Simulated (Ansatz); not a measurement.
# SrHgGeSe4 (Ama2): band gap by G0W0 on PBE, part 2 of 3

Aim: the quasiparticle gap of SrHgGeSe4 (Ama2), starting from PBE.

Ansatz 0.2.0; PBE, then G0W0 on it, plane waves, PAW. Known limits of the many-body steps: finite bands, screening cutoff and k mesh; no spin-orbit coupling in G0W0; d shells not analysed; screening cutoff under 40 eV in some runs.

So far: The starting structure; Relaxation.

## (3) Bands along the symmetry lines

Level of this step: DFT, PBE, plane waves, PAW; PAW set soft_1 (Ansatz).

Levels along a band path and on the mesh show where this functional puts the band edges.

Input file input.yaml:

```yaml
crystal:
  lattice:
    - [10.8375, 0.0, 0.0]
    - [0.0, 5.3728, 3.31885]
    - [0.0, -5.3728, 3.31885]
  atoms:
    - { symbol: Sr, position: [0.0, 0.2560433466, 0.2560433466] }
    - { symbol: Sr, position: [0.5, 0.2560433466, 0.2560433466] }
    - { symbol: Ge, position: [0.25, 0.9567885199, 0.5195787844] }
    - { symbol: Ge, position: [0.75, 0.5195787844, 0.9567885199] }
    - { symbol: Hg, position: [0.25, 0.5280692319, 0.8556187453] }
    - { symbol: Hg, position: [0.75, 0.8556187453, 0.5280692319] }
    - { symbol: Se, position: [0.0730524407, 0.1828143308, 0.7237791204] }
    - { symbol: Se, position: [0.9269475593, 0.7237791204, 0.1828143308] }
    - { symbol: Se, position: [0.4269475593, 0.1828143308, 0.7237791204] }
    - { symbol: Se, position: [0.5730524407, 0.7237791204, 0.1828143308] }
    - { symbol: Se, position: [0.25, 0.9728837483, 0.1441951116] }
    - { symbol: Se, position: [0.75, 0.1441951116, 0.9728837483] }
    - { symbol: Se, position: [0.25, 0.5501429265, 0.4178893364] }
    - { symbol: Se, position: [0.75, 0.4178893364, 0.5501429265] }
kpoints:
  mp_grid: { grid: [2, 4, 4] }
  band_path:
    path:
      - [[0.0, 0.0, 0.0], [0.0, 0.5, -0.5], [0.0, 0.65460757, -0.34539243]]
      - [[0.0, 0.34539243, 0.34539243], [0.0, 0.0, 0.0], [0.5, 0.0, 0.0], [0.5, 0.34539243, 0.34539243]]
      - [[0.5, 0.65460757, -0.34539243], [0.5, 0.5, -0.5], [0.0, 0.5, -0.5]]
      - [[0.0, 0.0, 0.0], [0.0, 0.5, 0.0], [0.5, 0.5, 0.0], [0.5, 0.0, 0.0], [0.5, 0.5, -0.5]]
    npoints: 10
hamiltonian:
  xc: pbe
  pseudopotentials: { kind: paw, azcp: { folder: soft_1 } }
scf:
  occupations: { method: fermi_dirac, width: 0.02 }
  n_extra_bands: 8
output:
  eigenvalues: true
  forces: true
  stress: true
  write_density: true
  write_potential: true
  elf: true
  volumetric_format: npy
```

On the command line:

```sh
ansatz run input.yaml --threads 2 --pin off --max-ram 92160MiB --backend cuda --events-out ev --progress --plain --runs-dir out --devices 1 --max-vram 13GiB
```

Numbers of over 12 decimals in the logs are rounded to 6 here.

The log of the run:

```text
[...]
GPUs: using 1 of 1 available (devices: 1).
[...]
GPU FFT provider: cuFFT
GPU libraries: cuBLAS 13.8.2, cuFFT 12.4.0, cuSOLVER 12.3.4
Crystal: 14 atoms, lattice volume = 386.498 Å³
Basis set: ecut = 420 eV, 7535 PW (Γ), exchange–correlation on 150×90×90 points (8 copies of the dense FFT grid, shifted against one another)
Bands: 116, of which v1, the nominal top of the filled ones, is band 108 counted from 1 (107 counted from 0)
Symmetry: 4 space group operations
[...]
k-points: 14 of 32 (time reversal used)
[...]
GPU buffer pool allocated for 151875 grid points (all kernels)
[...]
SCF iter   1: F=—  HF=-87077.248241 eV  |F-HF|=—  |Δ(HF+E_count)|=         —  Δρ=4.06e-2  dr2=1.16e1  ethr=3.10e-3  ⟨swp⟩=7.9  Hψ=7088  notcnv=0  defer=1
[...]
SCF iter  12: F=-87073.125918 eV  HF=-87073.125918 eV  |F-HF|=3.56e-8  |Δ(HF+E_count)|=   2.15e-8  Δρ=2.03e-6  dr2=2.28e-8  ethr=4.63e-11  ⟨swp⟩=17.8  Hψ=17576  notcnv=0
SCF 1 converged in 12 iterations: F = -87073.125918 eV  dr2 = 2.28e-8
[...]
NSCF: frozen V_eff on 114 k-points
SCF converged after 12 iterations
Free energy (F): -87073.125918 eV
[...]
Internal energy: -87073.125918 eV  (E = F + TS)
E sigma→0 (E₀):  -87073.125918 eV
Fermi energy:    7.895485 eV
[...]
--- Forces (eV/Å), atoms counted from 1 ---
  atom   1  Sr     0.00000000    -0.00000000     0.00021770
  atom   2  Sr     0.00000000     0.00000000     0.00021770
  atom   3  Ge     0.00000000    -0.00675702    -0.00136082
  atom   4  Ge     0.00000000     0.00675702    -0.00136082
  atom   5  Hg     0.00000000     0.01133323     0.00062630
  atom   6  Hg     0.00000000    -0.01133323     0.00062630
  atom   7  Se    -0.00775570    -0.00004687    -0.00125242
  atom   8  Se     0.00775570     0.00004687    -0.00125242
  atom   9  Se     0.00775570    -0.00004687    -0.00125242
  atom  10  Se    -0.00775570     0.00004687    -0.00125242
  atom  11  Se    -0.00000000    -0.00138081     0.00081958
  atom  12  Se    -0.00000000     0.00138081     0.00081958
  atom  13  Se     0.00000000     0.00375483     0.00217236
  atom  14  Se     0.00000000    -0.00375483     0.00217236
  max |Σ_I F_I| component: 5.94e-5 eV/Å
--- Stress (GPa, compression-positive) ---
        1.850225      -0.000000      -0.000000
       -0.000000       1.745833       0.000000
       -0.000000       0.000000       2.142481
  P = ⅓ Tr σ = 1.9128 GPa (19.128 kbar)
--- Band table (eV; the first three rows and the last of 14) ---
  k-point 0: bands = [... 104 lower, 6.7826, 6.8014, 6.8799, 6.9265, 8.7161, 9.2278, 9.6713, 10.1798, ... 4 higher]
  k-point 1: bands = [... 104 lower, 6.4175, 6.6322, 6.7617, 6.9232, 8.6039, 9.3892, 9.7505, 10.2206, ... 4 higher]
  k-point 2: bands = [... 104 lower, 6.3774, 6.6323, 6.6962, 6.7484, 8.7042, 9.3255, 9.4417, 10.0280, ... 4 higher]
  k-point 13: bands = [... 104 lower, 6.5275, 6.5275, 7.1981, 7.1981, 9.0328, 9.0328, 10.0680, 10.0680, ... 4 higher]
```

Elapsed: 18 s, on 1 × NVIDIA H100 80GB HBM3 (shared by 6 runs) with 2 threads of AMD EPYC 7R13 (Zen 3), shared host; peak memory 1.4 GiB; 24 s of CPU time.

Reading the cycles: dr2 is the Hartree energy of the density residual (eV), the measure of convergence; HF is the Harris–Foulkes estimate of the energy, which meets the free energy F at convergence.

Numbers from this step:

```
pressure             : 1.913 GPa
filled bands         : 108
gap                  : 1.100 eV
valence top at       : Y
conduction bottom at : Y
least direct gap     : 1.100 eV
```

Over mesh and path the gap is 1.100 eV, direct, at k = (0.000, 0.500, -0.500).

The electronic bands at the labelled points (eV, zero at the top of the highest nominally filled band):

| point | band 105 | band 106 | band 107 | band 108 | band 109 | band 110 | band 111 | band 112 |
| --- | --- | --- | --- | --- | --- | --- | --- | --- |
| Γ | -0.56 | -0.54 | -0.47 | -0.42 | 1.37 | 1.88 | 2.33 | 2.83 |
| Y | -0.51 | -0.44 | -0.23 | 0.00 | 1.10 | 2.11 | 2.57 | 2.71 |
| F0 | -0.67 | -0.55 | -0.37 | -0.35 | 1.55 | 1.71 | 2.04 | 2.63 |
| jump to Δ0 | -0.67 | -0.55 | -0.37 | -0.35 | 1.55 | 1.71 | 2.04 | 2.63 |
| Γ | -0.56 | -0.54 | -0.47 | -0.42 | 1.37 | 1.88 | 2.33 | 2.83 |
| Z | -0.63 | -0.63 | -0.55 | -0.55 | 1.89 | 1.89 | 2.42 | 2.42 |
| B0 | -0.72 | -0.72 | -0.44 | -0.44 | 1.66 | 1.66 | 2.30 | 2.30 |
| jump to G0 | -0.72 | -0.72 | -0.44 | -0.44 | 1.66 | 1.66 | 2.30 | 2.30 |
| T | -0.82 | -0.82 | -0.15 | -0.15 | 1.69 | 1.69 | 2.72 | 2.72 |
| Y | -0.51 | -0.44 | -0.23 | 0.00 | 1.10 | 2.11 | 2.57 | 2.71 |
| jump to Γ | -0.56 | -0.54 | -0.47 | -0.42 | 1.37 | 1.88 | 2.33 | 2.83 |
| S | -0.97 | -0.71 | -0.65 | -0.60 | 1.36 | 1.98 | 2.10 | 2.68 |
| R | -0.99 | -0.67 | -0.67 | -0.58 | 1.56 | 1.90 | 2.05 | 2.67 |
| Z | -0.63 | -0.63 | -0.55 | -0.55 | 1.89 | 1.89 | 2.42 | 2.42 |
| T | -0.82 | -0.82 | -0.15 | -0.15 | 1.69 | 1.69 | 2.72 | 2.72 |

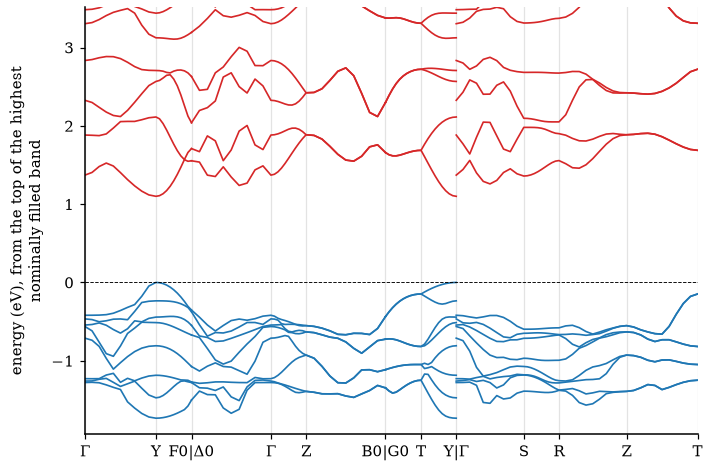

Electronic bands along the path; lines of filled and empty bands in two colours.

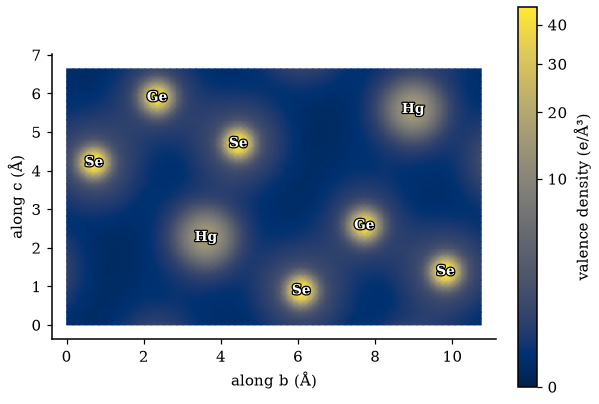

Valence density in the bc plane of the conventional cell at fractional x = 0.250, with atoms of Ge and Hg and Se within 0.2 Å of it. It is the smooth field of the valence electrons, not physical close to the nuclei. The map starts off the cell's origin, so that atoms lie inside it. The colour scale is stretched toward low values.

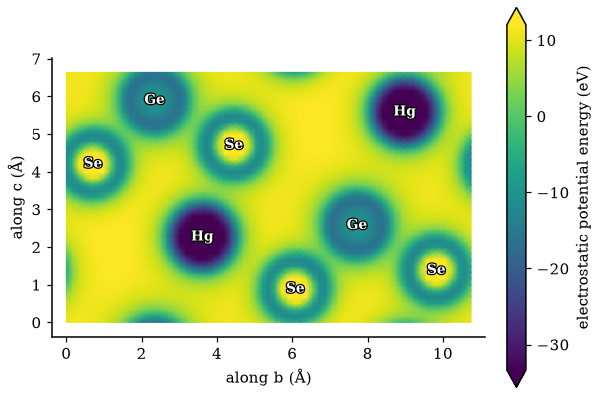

Electrostatic potential energy in the bc plane of the conventional cell at fractional x = 0.250, with atoms of Ge and Hg and Se within 0.2 Å of it. With pseudopotentials it is smooth inside the atoms' cores, unlike the true potential. The map starts off the cell's origin, so that atoms lie inside it.

## (4) One-shot GW

G0W0 replaces the xc potential by a self-energy built once from the orbitals of the start. Levels are corrected in the window of bands that the input names, at points of the mesh.

This step: G0W0 on PBE, plane waves, PAW; PAW set soft_1.

input.yaml, the sections that differ from step 3:

```yaml
kpoints:
  mp_grid: { grid: [2, 2, 2] }
scf:
  occupations: { method: fixed }
gw:
  n_empty_bands: 877
  ecut_chi: 100.0
  qp_bands: [v4, c4]
  qp_kpoints: band_edges
  screening: { model: contour_deformation }
# crystal, hamiltonian: as in step 3
# output: removed
```

The log of the run:

```text
GPUs: using 1 of 1 available (devices: 1).
[...]
GPU FFT provider: cuFFT
GPU libraries: cuBLAS 13.8.2, cuFFT 12.4.0, cuSOLVER 12.3.4
Crystal: 14 atoms, lattice volume = 386.498 Å³
Basis set: ecut = 420 eV, 7535 PW (Γ)
Bands: 130, of which v1, the nominal top of the filled ones, is band 108 counted from 1 (107 counted from 0)
Symmetry: 4 space group operations
[...]
k-points: 6 of 8
[...]
GPU buffer pool allocated for 151875 grid points (all kernels)
[...]
SCF iter   1: F=—  HF=-87077.200748 eV  |F-HF|=—  |Δ(HF+E_count)|=         —  Δρ=4.05e-2  dr2=1.16e1  ethr=3.10e-3  ⟨swp⟩=6.5  Hψ=2537  notcnv=0  defer=112
[...]
SCF iter  11: F=-87073.106208 eV  HF=-87073.106208 eV  |F-HF|=4.97e-8  |Δ(HF+E_count)|=   5.63e-7  Δρ=2.84e-6  dr2=5.65e-8  ethr=4.63e-11  ⟨swp⟩=13.7  Hψ=4057  notcnv=0
SCF 1 converged in 11 iterations: F = -87073.106208 eV  dr2 = 5.65e-8
[...]
the band table was solved once the SCF had ended and its energy, with any forces and stress, was formed, with the checks that follow a solve (3035 applications of the Hamiltonian). They found nothing against the state; the energy, forces and stress were not computed again (output.eigenvalues in the input reference)
[...]
G₀W₀ screening: q 1/6
[... further progress lines ...]
[...]
SCF converged after 11 iterations
Free energy (F): -87073.106208 eV
[...]
Internal energy: -87073.106208 eV  (E = F + TS)
E sigma→0 (E₀):  -87073.106208 eV
Fermi energy:    7.327226 eV
[...]
--- Band table (eV; the first three rows and the last of 6) ---
  k-point 0: bands = [... 104 lower, 6.7880, 6.8119, 6.8815, 6.9276, 8.7138, 9.2301, 9.6663, 10.1852, ... 18 higher]
  k-point 1: bands = [... 104 lower, 6.3749, 6.6398, 6.6781, 6.7549, 8.6975, 9.3297, 9.4456, 10.0309, ... 18 higher]
  k-point 2: bands = [... 104 lower, 6.8373, 6.8876, 7.1171, 7.3272, 8.4482, 9.4679, 9.9074, 10.0456, ... 18 higher]
  k-point 5: bands = [... 104 lower, 6.5325, 6.5325, 7.1821, 7.1821, 9.0400, 9.0400, 10.0635, 10.0635, ... 18 higher]
--- G₀W₀: contour deformation, 7 samples at zero and on the imaginary axis and 1 off it, 8 q-points, 877 empty bands' worth ---
  eigenvalues of the whole cell's RPA ε∞ on this k-mesh (on a slab, of 1 + 4πα/V) = 6.6702, 7.5376, 10.4379; static W/v taken at q = 0 is 0.111175
  bands read: the sum over 985 bands ends inside a degenerate multiplet in 2 slots, whose members it reads at an even weight; the widest, k=3: bands 985 to 986 (counted from 1) at 1/2 each
  gw.qp_kpoints: band_edges: 6 of 6 stored k-points solved, in 1 pass; an edge of the gap read off the rows below is read off those points alone
    ik  band        ε_KS         Σx   Σc(E_QP)       V_xc       Z   E_QP_lin       E_QP  E_QP is
     0   105      6.7880   -17.9458     2.0070   -15.3622  0.7399     6.2021     6.2114  root
     0   106      6.8119   -17.8867     1.8866   -15.4628  0.7380     6.2666     6.2747  root
     0   107      6.8815   -17.9964     1.8522   -15.6095  0.7422     6.3393     6.3468  root
     0   108      6.9276   -18.1989     1.8839   -15.7408  0.7460     6.3455     6.3535  root
     0   109      8.7138   -10.9576    -3.3811   -14.6569  0.7711     9.0337     9.0320  root
     0   110      9.2301   -10.8650    -3.4942   -14.7346  0.7590     9.6085     9.6054  root
     0   111      9.6663   -11.4776    -3.6911   -15.5435  0.7533    10.0428    10.0412  root
     0   112     10.1852   -11.2708    -3.9299   -15.6216  0.7331    10.6122    10.6061  root
     1   105      6.3749   -17.4534     2.2118   -14.6425  0.7274     5.7625     5.7758  root
     1   106      6.6398   -17.8449     2.0524   -15.2174  0.7356     6.0547     6.0649  root
     1   107      6.6781   -18.6743     2.0227   -16.1394  0.7333     6.1560     6.1659  root
     1   108      6.7549   -17.8410     2.0539   -15.2072  0.7365     6.1651     6.1751  root
     1   109      8.6975   -10.7447    -3.3923   -14.4347  0.7666     8.9967     8.9952  root
     1   110      9.3297   -10.7323    -3.5432   -14.6083  0.7584     9.6650     9.6625  root
     1   111      9.4456   -11.0690    -3.6441   -15.1082  0.7520     9.8450     9.8406  root
     1   112     10.0309   -10.0216    -3.8653   -14.2215  0.7524    10.3689    10.3655  root
     2   105      6.8373   -17.9460     1.9797   -15.3745  0.7449     6.2367     6.2456  root
     2   106      6.8876   -18.1270     1.9667   -15.6430  0.7338     6.3592     6.3703  root
     2   107      7.1171   -18.0310     1.8452   -15.6493  0.7416     6.5735     6.5806  root
     2   108      7.3272   -18.8622     1.9278   -16.4212  0.7404     6.8070     6.8140  root
     2   109      8.4482   -10.1597    -3.2687   -13.7094  0.7681     8.7304     8.7292  root
     2   110      9.4679   -11.1282    -3.5634   -15.0489  0.7457     9.8261     9.8252  root
     2   111      9.9074   -10.7948    -3.7808   -14.9555  0.7581    10.2917    10.2873  root
     2   112     10.0456    -9.5502    -3.8602   -13.7357  0.7645    10.3735    10.3708  root
     3   105      6.7187   -17.8534     1.8112   -15.5211  0.7399     6.1900     6.1977  root
     3   106      6.7187   -17.8534     1.8112   -15.5211  0.7399     6.1900     6.1977  root
     3   107      6.7984   -17.7855     2.0204   -15.1788  0.7401     6.2025     6.2121  root
     3   108      6.7984   -17.7855     2.0204   -15.1788  0.7401     6.2025     6.2121  root
     3   109      9.2286   -11.3122    -3.4949   -15.1677  0.7607     9.5922     9.5891  root
     3   110      9.2286   -11.3122    -3.4949   -15.1677  0.7607     9.5922     9.5891  root
     3   111      9.7713   -11.0116    -3.6786   -15.0558  0.7501    10.1404    10.1368  root
     3   112      9.7713   -11.0116    -3.6786   -15.0558  0.7501    10.1404    10.1368  root
     4   105      6.3609   -17.6607     2.2238   -14.8154  0.7329     5.7264     5.7395  root
     4   106      6.6717   -18.4651     2.1076   -15.8042  0.7326     6.1072     6.1184  root
     4   107      6.6749   -17.5886     2.0252   -14.9959  0.7351     6.0975     6.1074  root
     4   108      6.7618   -18.3033     2.0093   -15.7501  0.7364     6.2085     6.2179  root
     4   109      8.8946   -10.8759    -3.4460   -14.6172  0.7636     9.1915     9.1898  root
     4   110      9.2475   -10.9231    -3.5142   -14.7745  0.7579     9.5873     9.5847  root
     4   111      9.4036   -10.6852    -3.5094   -14.5366  0.7561     9.7483     9.7456  root
     4   112     10.0199   -10.4234    -3.8423   -14.6231  0.7515    10.3808    10.3772  root
     5   105      6.5325   -17.7826     2.1215   -15.0661  0.7349     5.9259     5.9375  root
     5   106      6.5325   -17.7826     2.1215   -15.0661  0.7349     5.9259     5.9375  root
     5   107      7.1821   -18.6169     1.9316   -16.1680  0.7387     6.6571     6.6650  root
     5   108      7.1821   -18.6169     1.9316   -16.1680  0.7387     6.6571     6.6650  root
     5   109      9.0400   -10.7787    -3.4214   -14.5211  0.7575     9.3635     9.3610  root
     5   110      9.0400   -10.7787    -3.4214   -14.5211  0.7575     9.3635     9.3610  root
     5   111     10.0635   -10.4477    -3.7964   -14.5975  0.7569    10.4204    10.4169  root
     5   112     10.0635   -10.4477    -3.7964   -14.5975  0.7569    10.4204    10.4169  root
```

Run time: 34 s. Hardware: 1 × NVIDIA H100 80GB HBM3 (shared by 6 runs) with 2 threads; peak memory 3 GiB; 53 s of CPU time.

This step gave:

- bands summed: 985
- RPA ε∞ on this mesh (eigenvalues): 6.670, 7.538, 10.44
- plane waves in the screening matrix: 889
- q-points in the mesh: 8
- G0W0 gap over the corrected points: 1.915 eV
- k of the valence top: 0, -0.5, -0.5
- k of the conduction bottom: 0, -0.5, -0.5
- starting gap on the mesh: 1.121 eV
- Z at the valence top: 0.7404
- Z at the conduction bottom: 0.7681
- least direct G0W0 gap over the corrected points: 1.915 eV

Over all 6 irreducible mesh points the G0W0 gap is 1.915 eV, direct, at k = (0.000, -0.500, -0.500). The PBE gap of this run on the mesh is 1.121 eV. The two states that bound the G0W0 gap lie that far apart at the start, so the correction of the gap is 1.915 − 1.121 = +0.794 eV. The start of this run differs from the step before in mesh (2×4×4 and 2×2×2).

Labels follow the order of the start: v1 is the top filled band, c1 the lowest empty one; levels that stay degenerate share a row, the window can cut a multiplet, doubted levels are not marked in this list, bands outside the window were not corrected, and the list may be a part of the corrected levels. Levels before and after the correction, in eV, zero at the valence-band top of each column:

|  | conduction bottom | valence top |
| --- | --- | --- |
| Kohn-Sham | 1.12 | 0.00 |
| G0W0 | 1.92 | 0.00 |

|  | level | occupation | energy (eV) |
| --- | --- | --- | --- |
| Kohn-Sham | (0 -0.5 -0.5) v4 | 2 | -0.490 |
| Kohn-Sham | (0 -0.5 -0.5) v3 | 2 | -0.440 |
| Kohn-Sham | (0 -0.5 -0.5) v2 | 2 | -0.210 |
| Kohn-Sham | (0 -0.5 -0.5) v1 | 2 | 0.000 |
| Kohn-Sham | (0 -0.5 -0.5) c1 | 0 | 1.121 |
| Kohn-Sham | (0 -0.5 -0.5) c2 | 0 | 2.141 |
| Kohn-Sham | (0 -0.5 -0.5) c3 | 0 | 2.580 |
| Kohn-Sham | (0 -0.5 -0.5) c4 | 0 | 2.718 |
| G0W0 | (0 -0.5 -0.5) v4 | 2 | -0.568 |
| G0W0 | (0 -0.5 -0.5) v3 | 2 | -0.444 |
| G0W0 | (0 -0.5 -0.5) v2 | 2 | -0.233 |
| G0W0 | (0 -0.5 -0.5) v1 | 2 | 0.000 |
| G0W0 | (0 -0.5 -0.5) c1 | 0 | 1.915 |
| G0W0 | (0 -0.5 -0.5) c2 | 0 | 3.011 |
| G0W0 | (0 -0.5 -0.5) c3 | 0 | 3.473 |
| G0W0 | (0 -0.5 -0.5) c4 | 0 | 3.557 |

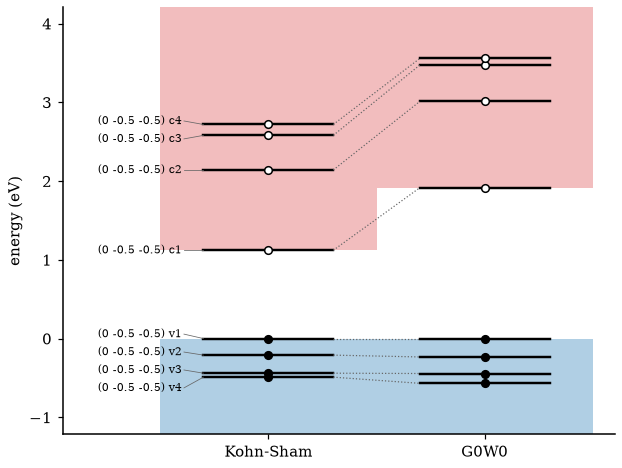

Levels before and after the correction. Shaded: valence and conduction bands. Filled marks are occupied levels, open marks empty ones.

The parts of the quasiparticle energy for the two states that bound the G0W0 gap, in eV on the run's own scale (QP = start + Σx + Σc − Vxc, with Σc at the quasiparticle energy):

| edge | k | band | start | Σx | Σc | Vxc | Z | QP |
| --- | --- | --- | --- | --- | --- | --- | --- | --- |
| valence top | (0.000, -0.500, -0.500) | 108 | 7.327 | −18.862 | 1.928 | −16.421 | 0.740 | 6.814 |
| conduction bottom | (0.000, -0.500, -0.500) | 109 | 8.448 | −10.160 | −3.269 | −13.709 | 0.768 | 8.729 |

(Part 2 of 3 ends here.)

[Paths, hosts, dates, memory and timing lines, banners, echoed tables and standing remarks are left out of the program output.]

[Logs are printed without paths, hosts, clocks, repeated set-up lines and the standing remarks that a program may print on its own settings, such as how far it seeks lower states.]

[Runs of the session that timed out or met a known fault of the program may be left out.]

[Cells called generated may have been cut or substituted from an entry of the Crystallography Open Database or the Materials Project.]

[Hosts, paths, dates, database ids (printed as entryN), source tags and the programs' standing remarks are cut or masked in the printed files.]

[Where an RPA ε∞ is given, it is that of the G0W0 mesh and is not shown converged in it. Names of k-points follow the symmetry that the program found, which can be lower than the space group named. Band edges on a path are those of the sampled points; other points can move an edge, and change direct to indirect where valleys lie close.]

[Hybrid gaps are those of their k-mesh and are not shown converged in it.]
